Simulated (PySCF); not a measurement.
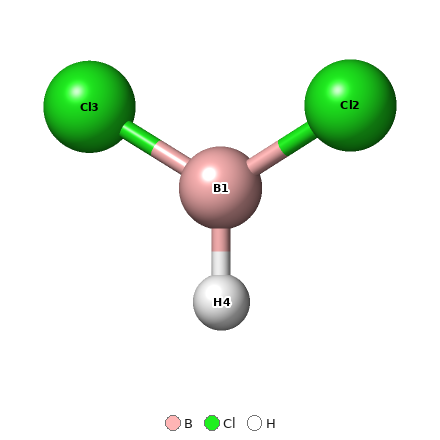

BHCl₂, SMILES [H]B(Cl)Cl. Vertical core-electron binding energies by ΔSCF (SCAN, pcX-2 on the ionised atom, pcseg-1 elsewhere, spin-free X2C; PySCF, at a PBE0-D3(BJ)/def2-SVP geometry (no frequency check)), gas phase, against the vacuum level. One atom of each kind was ionised; within a panel, areas follow the number of like atoms and 2j + 1 (2p levels are split by first-order spin-orbit coupling, an approximation), each panel is scaled alone, Gaussians of 1.0 eV full width. Only the regions named are shown.

Predict the Cl 2p, Cl 1s and B 1s photoelectron lines.

```csv
level,atoms,binding energy (eV)
Cl 2p1/2,"Cl2, Cl3",208.6
Cl 2p3/2,"Cl2, Cl3",207.0
Cl 1s,"Cl2, Cl3",2829.6
B 1s,B1,198.9
```

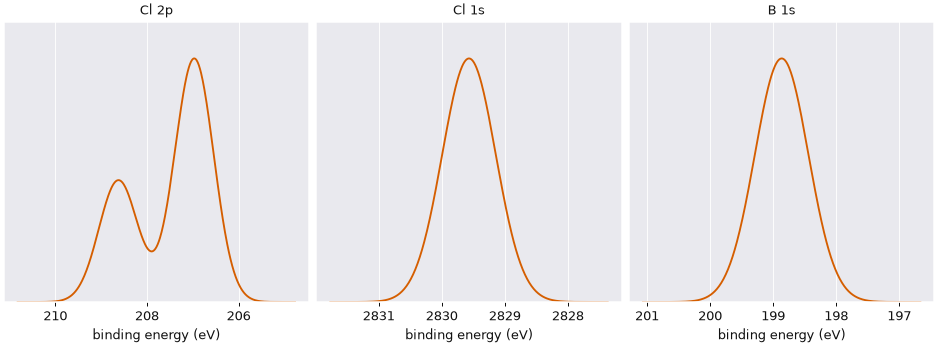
